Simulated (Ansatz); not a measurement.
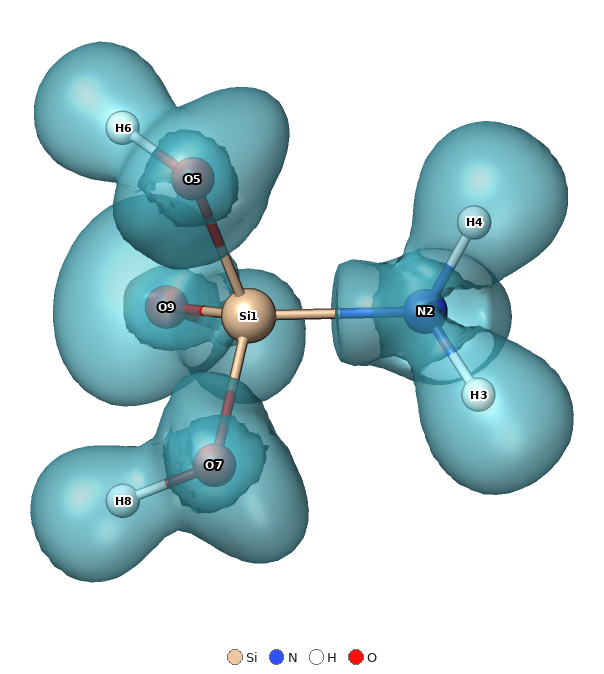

*H5NO3Si. Isosurface of the electron localisation function at 0.75 (cyan), seen at a tilt. Only the valence region is drawn (cores and ρ < 0.01 e/Å³ removed).*

Level of theory: Ansatz 0.2.0, RKS BLYP-D4/6-31G*.

```tsv
atom	x (Å)	y (Å)	z (Å)
Si	-0.0646	-0.0804	0.1706
N	-0.0968	-0.1262	1.8962
H	-0.6634	0.5801	2.3677
H	0.7938	-0.2522	2.3788
O	1.5063	0.0507	-0.3872
H	1.7287	-0.6562	-1.0258
O	-1.0345	1.2147	-0.2492
H	-1.4377	1.1244	-1.1356
O	-0.6514	-1.4921	-0.5315
H	-1.1733	-2.0111	0.1128
```

Question: What do the ELF domains correspond to?

Answer: At this value the surface marks out one joined region spread over several atoms (H, N), in which their bonds and any lone pairs are merged and three joined regions spread over several atoms (H, O), in which their bonds and any lone pairs are merged. Along the contacts the grid gives the following. Si–O (1.67 Å): the ELF peaks at about 0.85 between the atoms; a shared but strongly polarised pair. Si–N (1.73 Å): the ELF peaks at about 0.90 between the atoms; a shared but strongly polarised pair.
